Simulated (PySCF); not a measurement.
**CH5ClGe (SMILES [CH3][GeH2][Cl]): TPSSh/def2-TZVP**

What is the vertical ionisation energy of CH5ClGe at TPSSh/def2-TZVP? 

Program for the calculation: PySCF 2.14.0.

**1. The structure to begin with**

The species is CH5ClGe (8 atoms), meant as a singlet with charge 0. As SMILES, `[CH3][GeH2][Cl]`. The coordinates come from a PBE0-D4/def2-TZVP relaxation.

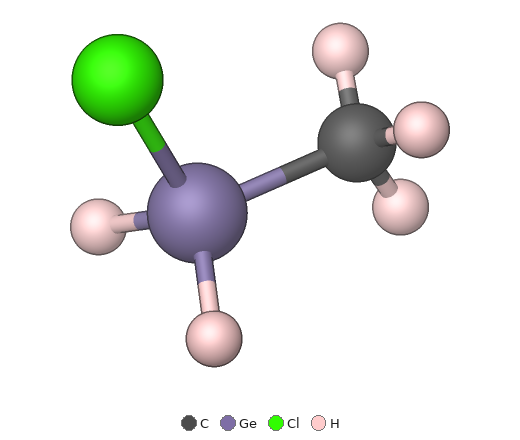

Viewed from a chosen angle; carbon dark grey, germanium purple, chlorine green, hydrogen pink.

**2. A single-point energy at TPSSh/def2-TZVP**

Input file calc.py:

```python
from pyscf import gto, dft

mol = gto.Mole()
mol.atom = '''
C   -0.555000   0.817400  -0.373800
Ge   0.403000  -0.782100   0.161800
Cl   1.611700  -0.270600   1.883000
H    0.153800   1.604500  -0.630700
H   -1.187600   1.161200   0.444500
H   -1.180600   0.603500  -1.242400
H    1.379600  -1.278900  -0.914600
H   -0.532600  -1.912100   0.616400
'''
mol.spin = 0
mol.verbose = 4
mol.basis = 'def2-tzvp'
mol.max_memory = 1860
mol.build()

mf = dft.RKS(mol, xc='tpssh')
mf.conv_tol = 1e-10
mf.grids.level = 1
mf.kernel()
if not mf.converged:
    mf = mf.newton().run(mf.mo_coeff, mf.mo_occ)

e_tot = mf.e_tot
print('E = %.10f Eh' % e_tot)
```

Launch:

```bash
$ OMP_NUM_THREADS=1 python calc.py
```

Standard output:

```text
PySCF version 2.14.0

[INPUT] num. atoms = 8
[INPUT] num. electrons = 60
[INPUT] charge = 0
[INPUT] spin (= nelec alpha-beta = 2S) = 0
[INPUT] symmetry False subgroup None
[INPUT] Mole.unit = angstrom
[INPUT] Symbol           X                Y                Z      unit          X                Y                Z       unit  Magmom
[INPUT]  1 C     -0.555000000000   0.817400000000  -0.373800000000 AA   -1.048797999134   1.544662134219  -0.706379625362 Bohr   0.0
[INPUT]  2 Ge     0.403000000000  -0.782100000000   0.161800000000 AA    0.761559628200  -1.477954802022   0.305757686955 Bohr   0.0
[INPUT]  3 Cl     1.611700000000  -0.270600000000   1.883000000000 AA    3.045671594962  -0.511359889307   3.558354292556 Bohr   0.0
[INPUT]  4 H      0.153800000000   1.604500000000  -0.630700000000 AA    0.290639877958   3.032065566865  -1.191850266763 Bohr   0.0
[INPUT]  5 H     -1.187600000000   1.161200000000   0.444500000000 AA   -2.244238745533   2.194349975845   0.839983262369 Bohr   0.0
[INPUT]  6 H     -1.180600000000   0.603500000000  -1.242400000000 AA   -2.231010662662   1.140449716175  -2.347795737160 Bohr   0.0
[INPUT]  7 H      1.379600000000  -1.278900000000  -0.914600000000 AA    2.607066161450  -2.416770740706  -1.728343513527 Bohr   0.0
[INPUT]  8 H     -0.532600000000  -1.912100000000   0.616400000000 AA   -1.006468133943  -3.613345322781   1.164827183182 Bohr   0.0

nuclear repulsion = 270.121469735037
number of shells = 60
number of NR pGTOs = 249
number of NR cGTOs = 146
basis = def2-tzvp
ecp = {}

******** <class 'pyscf.dft.rks.RKS'> ********
method = RKS
initial guess = minao
damping factor = 0
level_shift factor = 0
DIIS = <class 'pyscf.scf.diis.CDIIS'>
diis_start_cycle = 1
diis_space = 8
diis_damp = 0
SCF conv_tol = 1e-10
SCF conv_tol_grad = None
SCF max_cycles = 50
direct_scf = True
direct_scf_tol = 1e-13
XC library pyscf.dft.libxc version 7.0.0
    S. Lehtola, C. Steigemann, M. J.T. Oliveira, and M. A.L. Marques.,  SoftwareX 7, 1–5 (2018)
XC functionals = tpssh
radial grids:
    Treutler-Ahlrichs [JCP 102, 346 (1995); DOI:10.1063/1.469408] (M4) radial grids

becke partition: Becke, JCP 88, 2547 (1988); DOI:10.1063/1.454033
pruning grids: <function nwchem_prune>
grids dens level: 1
symmetrized grids: False
atomic radii adjust function: <function treutler_atomic_radii_adjust>
small_rho_cutoff = 0
Set gradient conv threshold to 1e-05
Initial guess from minao.
tot grids = 31272
init E= -2577.72791893693
  HOMO = -0.330126303088694  LUMO = -0.0408316346898339  gap/eV = 7.87211
cycle= 1 E= -2578.29330778848  delta_E= -0.565  |g|= 0.888  |ddm|= 2.07
  HOMO = -0.238318066522972  LUMO = -0.017555661782804  gap/eV = 6.00725
cycle= 2 E= -2578.2076990562  delta_E= 0.0856  |g|=  1.2  |ddm|=  1.1
  HOMO = -0.284181177998062  LUMO = -0.00350030457931894  gap/eV = 7.63772
cycle= 3 E= -2578.38061248321  delta_E= -0.173  |g|= 0.0547  |ddm|= 0.691
  HOMO = -0.285869129110115  LUMO = -0.0103947568946481  gap/eV = 7.49604
cycle= 4 E= -2578.3812074139  delta_E= -0.000595  |g|= 0.0292  |ddm|= 0.0691
  HOMO = -0.286630543612918  LUMO = -0.0088181726126102  gap/eV = 7.55966
cycle= 5 E= -2578.38145173586  delta_E= -0.000244  |g|= 0.00537  |ddm|= 0.0274
  HOMO = -0.286278712296404  LUMO = -0.00849654395458543  gap/eV = 7.55884
cycle= 6 E= -2578.38145904687  delta_E= -7.31e-06  |g|= 0.00236  |ddm|= 0.00644
  HOMO = -0.286276383543203  LUMO = -0.00850966670093811  gap/eV = 7.55842
cycle= 7 E= -2578.38146036459  delta_E= -1.32e-06  |g|= 0.000292  |ddm|= 0.00164
  HOMO = -0.286308664227721  LUMO = -0.00854633323867304  gap/eV = 7.55830
cycle= 8 E= -2578.38146038371  delta_E= -1.91e-08  |g|= 7.34e-05  |ddm|= 0.000273
  HOMO = -0.286298877186777  LUMO = -0.00854109198878916  gap/eV = 7.55817
cycle= 9 E= -2578.38146038462  delta_E= -9.08e-10  |g|= 2.01e-05  |ddm|= 7.4e-05
  HOMO = -0.286301659966042  LUMO = -0.00854171035862095  gap/eV = 7.55823
cycle= 10 E= -2578.38146038472  delta_E= -1.06e-10  |g|= 3.01e-06  |ddm|= 2.07e-05
  HOMO = -0.286301396359301  LUMO = -0.00854165852632605  gap/eV = 7.55823
cycle= 11 E= -2578.38146038473  delta_E= -1.14e-11  |g|= 1.01e-06  |ddm|= 3.28e-06
  HOMO = -0.286301410478576  LUMO = -0.00854167928313387  gap/eV = 7.55823
Extra cycle  E= -2578.38146038473  delta_E= 5.46e-12  |g|= 1.21e-06  |ddm|= 1.27e-06
converged SCF energy = -2578.38146038473
E = -2578.3814603847 Eh
```

Run time: 19 s. Hardware: 1 thread of Arm Neoverse V1, shared host; peak memory 0.75 GiB.

**3. The doublet cation, same level**

Input file input.xyz:

```xyz
8

C     -0.555000     0.817400    -0.373800
Ge     0.403000    -0.782100     0.161800
Cl     1.611700    -0.270600     1.883000
H      0.153800     1.604500    -0.630700
H     -1.187600     1.161200     0.444500
H     -1.180600     0.603500    -1.242400
H      1.379600    -1.278900    -0.914600
H     -0.532600    -1.912100     0.616400
```

Input file input.py:

```python
from pyscf import gto, dft

mol = gto.M(
    atom='input.xyz',
    basis='def2-tzvp',
    spin=1,
    max_memory=1860,
    verbose=3,
    charge=1,
)

calc0 = dft.UKS(mol)
calc0.xc = 'tpssh'
calc0.grids.level = 1
calc0.conv_tol = 1e-10
calc0.kernel()
if not calc0.converged:
    calc0 = calc0.newton().run(calc0.mo_coeff, calc0.mo_occ)

e_final = calc0.e_tot
print('E(%s) = %.9f' % ('TPSSH', e_final))
```

Launch:

```bash
$ OMP_NUM_THREADS=1 python input.py
```

Standard output:

```text
WARN: HOMO -0.330126303088696 >= LUMO -0.330126303088695

converged SCF energy = -2577.99541069215  <S^2> = 0.75575761  2S+1 = 2.0057493
E(TPSSH) = -2577.995410692
```

Wall time 70 s (1 thread of Arm Neoverse V1, shared host); peak memory 0.76 GiB.

**4. What came out**

Level: TPSSh/def2-TZVP.

| quantity | value |
| --- | --- |
| singlet CH5ClGe: total energy | -2578.38146 Eh |
| singlet CH5ClGe: dipole moment | 2.44 D |
| singlet CH5ClGe: HOMO energy | -7.79 eV |
| singlet CH5ClGe: LUMO energy | -0.23 eV |
| singlet CH5ClGe: HOMO–LUMO gap | 7.56 eV |
| doublet cation: total energy | -2577.99541 Eh |
| doublet cation: HOMO energy (highest over α and β) | -14.19 eV |
| doublet cation: LUMO energy (lowest over α and β) | -13.16 eV |
| doublet cation: ⟨S²⟩ | 0.756 |
| vertical ionisation energy (to the doublet cation) | 10.505 eV |

What this shows: The vertical ionisation energy comes to 10.50 eV (1014 kJ/mol). −ε(HOMO) before ionisation, 7.79 eV, is 2.71 eV below this ionisation energy. Mulliken charges (singlet CH5ClGe) run from -0.46 on C1 to +0.38 on Ge2; they depend strongly on the basis.
